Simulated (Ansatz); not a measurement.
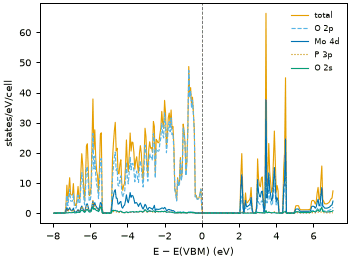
Total and projected density of states of Mo$_{2}$P$_{2}$O$_{11}$ in space group P2_1/m (No. 11; Pearson symbol mP30), r²SCAN (plane waves, PAW; program Ansatz)

**Question.** Which orbitals carry the states next to the gap?

**Answer.** Top 1 eV of the valence band: O 2p 97 %. Bottom 1 eV of the conduction band: Mo 4d 63 %, O 2p 31 %. Projections are on Löwdin-orthogonalised atomic valence shells; empty p or d shells of many metals are not among them.

**Question.** Where is the tallest occupied peak in this window, and what makes it?

**Answer.** Near -0.7 eV, about 49 states/eV per cell; the largest projected share is O 2p.

The workflow started from a Materials Project entry (that database holds measured and hypothetical structures alike); the Crystallography Open Database copy checked does not list it. COD files the formula under space group No. 62, so this cell is another polymorph or a model. Its standing as an ambient phase is unchecked. The r²SCAN relaxation kept the symmetry of its start; its stability against distortions is not shown here. The run is not spin-polarised. No Hubbard U is applied. Scalar-relativistic: spin–orbit coupling is off unless named, which matters more the heavier the elements.

Potentials: the later of the program's two PAW sets.
